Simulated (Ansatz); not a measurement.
Process, species as SMILES: FS(F)=O → 2 F atom + O atom + S atom
B3LYP-D3(BJ)/def2-TZVP geometries, fixed; electronic energies without zero-point terms.
Largest species:
```
S
O 1 1.4239
F 1 1.6063 2 106.51
F 1 1.6063 2 106.51 3 98.37
```

Basis-set convergence of the atomisation energy at B3LYP with Ansatz (a program for electronic structure). Cartesian d functions, on some or all atoms, in 6-31G**, 6-311G**, 6-311+G**; all else is spherical. The program fits the integrals of some runs and decomposes those of others, by size. Open shells are unrestricted. No added dispersion term, no relativity. Functions are those of the species that has most. Reference: the value in pcseg-4, 303.63 kcal/mol, itself unsure by roughly 0.53 kcal/mol (its mean distance from aug-pcseg-3, aug-cc-pV(Q+d)Z, cc-pV(5+d)Z). Deviations are taken from unrounded values.

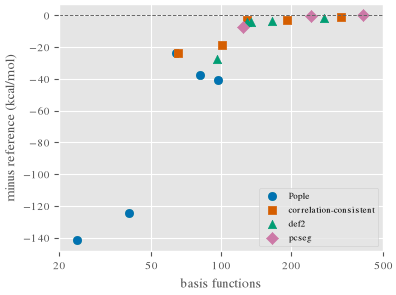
Fig. 1. Deviation from the reference against the number of basis functions, by family of sets.

```json
[
 {"basis": "STO-3G", "functions": "24", "atomisation energy (kcal/mol)": "162.21", "minus reference (kcal/mol)": "-141.42"},
 {"basis": "3-21G", "functions": "40", "atomisation energy (kcal/mol)": "179.13", "minus reference (kcal/mol)": "-124.50"},
 {"basis": "6-31G**", "functions": "64", "atomisation energy (kcal/mol)": "280.00", "minus reference (kcal/mol)": "-23.63"},
 {"basis": "cc-pV(D+d)Z", "functions": "65", "atomisation energy (kcal/mol)": "279.56", "minus reference (kcal/mol)": "-24.07"},
 {"basis": "6-311G**", "functions": "81", "atomisation energy (kcal/mol)": "266.24", "minus reference (kcal/mol)": "-37.39"},
 {"basis": "def2-SVPD", "functions": "96", "atomisation energy (kcal/mol)": "276.30", "minus reference (kcal/mol)": "-27.33"},
 {"basis": "6-311+G**", "functions": "97", "atomisation energy (kcal/mol)": "262.57", "minus reference (kcal/mol)": "-41.07"},
 {"basis": "aug-cc-pV(D+d)Z", "functions": "101", "atomisation energy (kcal/mol)": "284.92", "minus reference (kcal/mol)": "-18.72"},
 {"basis": "pcseg-2", "functions": "124", "atomisation energy (kcal/mol)": "296.47", "minus reference (kcal/mol)": "-7.16"},
 {"basis": "cc-pV(T+d)Z", "functions": "129", "atomisation energy (kcal/mol)": "300.89", "minus reference (kcal/mol)": "-2.74"},
 {"basis": "def2-TZVP", "functions": "130", "atomisation energy (kcal/mol)": "299.42", "minus reference (kcal/mol)": "-4.21"},
 {"basis": "def2-TZVPP", "functions": "135", "atomisation energy (kcal/mol)": "299.57", "minus reference (kcal/mol)": "-4.07"},
 {"basis": "def2-TZVPD", "functions": "166", "atomisation energy (kcal/mol)": "299.93", "minus reference (kcal/mol)": "-3.70"},
 {"basis": "aug-cc-pV(T+d)Z", "functions": "193", "atomisation energy (kcal/mol)": "300.50", "minus reference (kcal/mol)": "-3.13"},
 {"basis": "pcseg-3", "functions": "244", "atomisation energy (kcal/mol)": "303.25", "minus reference (kcal/mol)": "-0.38"},
 {"basis": "def2-QZVPPD", "functions": "277", "atomisation energy (kcal/mol)": "302.13", "minus reference (kcal/mol)": "-1.50"},
 {"basis": "aug-cc-pV(Q+d)Z", "functions": "329", "atomisation energy (kcal/mol)": "302.63", "minus reference (kcal/mol)": "-1.00"},
 {"basis": "pcseg-4", "functions": "408", "atomisation energy (kcal/mol)": "303.63", "minus reference (kcal/mol)": "0.00"}
]
```
